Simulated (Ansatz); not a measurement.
# ClFH$_{2}$Si (SMILES F[SiH2]Cl): what the fields show

```tsv
atom	x (Å)	y (Å)	z (Å)
F	-0.4683	0.1235	1.5046
Si	0.0980	-0.0856	0.0343
Cl	-1.0645	0.9560	-1.2724
H	0.0146	-1.5215	-0.2937
H	1.4701	0.4539	-0.0141
```

Geometry: PBE0-D4/def2-TZVP.

The calculation used Ansatz 0.2.0, RKS PBE0-D4/def2-TZVPP.

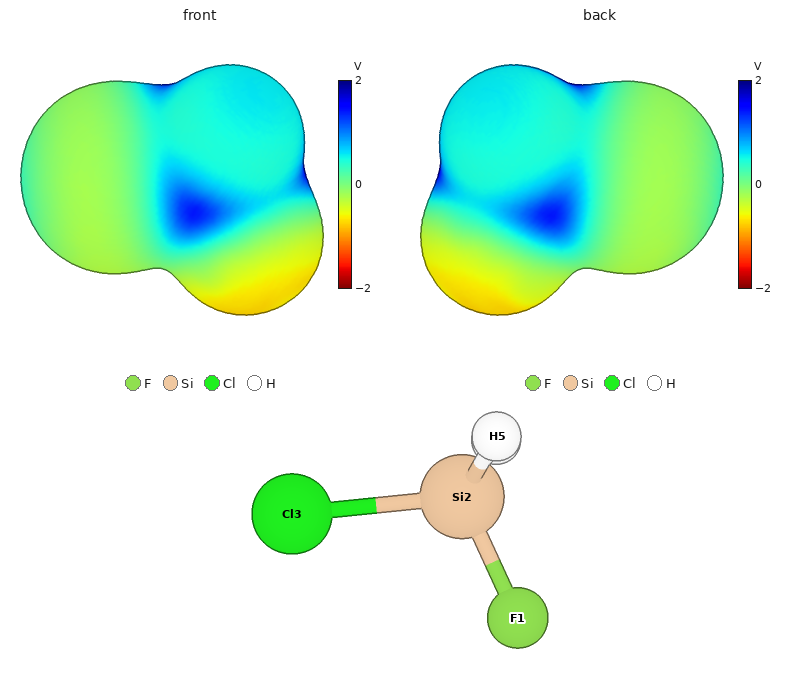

Figure 1. The electrostatic potential painted on the density surface at 0.002 e/bohr³, seen from the front and from behind; the colour scale runs from red (negative) to blue (positive). The bare structure is drawn below in the same view.

**Where is the surface potential most negative and most positive?**

The most negative region (about −0.7 V, or −16 kcal/mol for a unit charge) lies over F1, the most positive (about +1.8 V, or +42 kcal/mol for a unit charge) over Si2. Cl3 shows a σ-hole: about +0.3 V, or +7 kcal/mol for a unit charge at the tip opposite its bond, against about −0.2 V on its flanks.

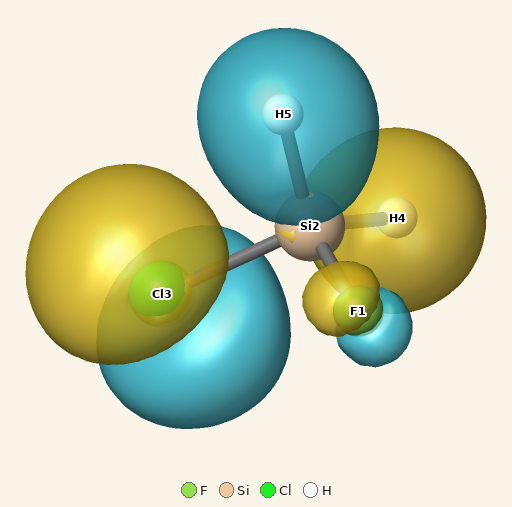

Figure 2. The HOMO at ±0.08 Å⁻³ᐟ² (yellow and cyan are the two phases), seen at a tilt.

**Where does this orbital lie, and at what energy?**

Its weight (Hirshfeld) is mainly on Cl3 (about 55 %), Si2 (about 15 %), H4 (about 10 %) and H5 (about 10 %). Its energy is −9.27 eV.
